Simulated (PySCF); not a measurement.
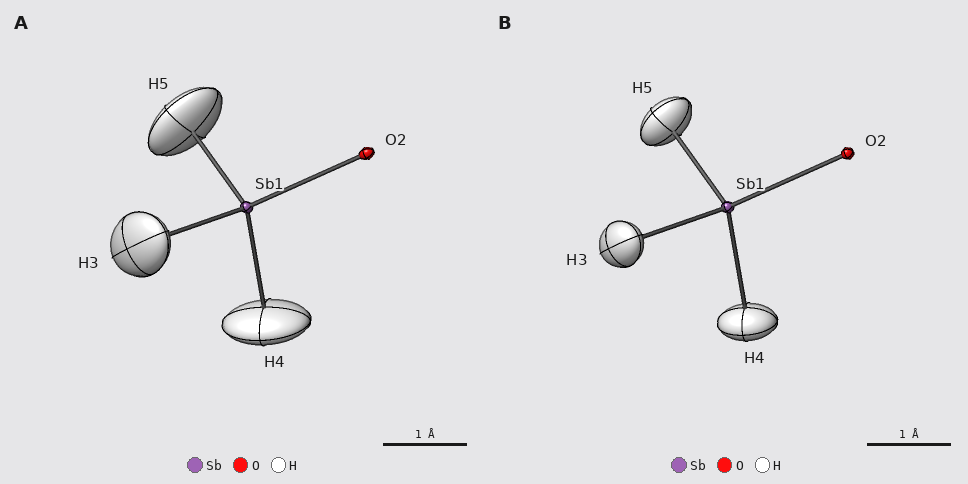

Displacement ellipsoids at the 50 % level, scaled by 1.5, from the internal vibrations of the free molecule (harmonic, no overall translation or rotation; no half-axis is drawn under 0.075 Å). Vibrations computed with RKS-based PBE0, Sb def2-TZVP with ECP28, O def2-TZVP, H def2-TZVP; scalar-relativistic core potentials; density fitting (PySCF 2.14.0). One panel is for 200 K, the other for 900 K.

Which panel is for 900 K?

A.

How much does the mean-square displacement of H4 grow, and why?

U_eq goes from 0.0163 to 0.0313 Å², a factor of 1.9. Modes below kT (626 cm⁻¹ at 900 K) grow about in proportion to T, and the lowest lies at 518 cm⁻¹; the mean-square amplitude of a mode is its zero-point value times coth(ħω/2kT), which comes close to 1 only above about 3kT.
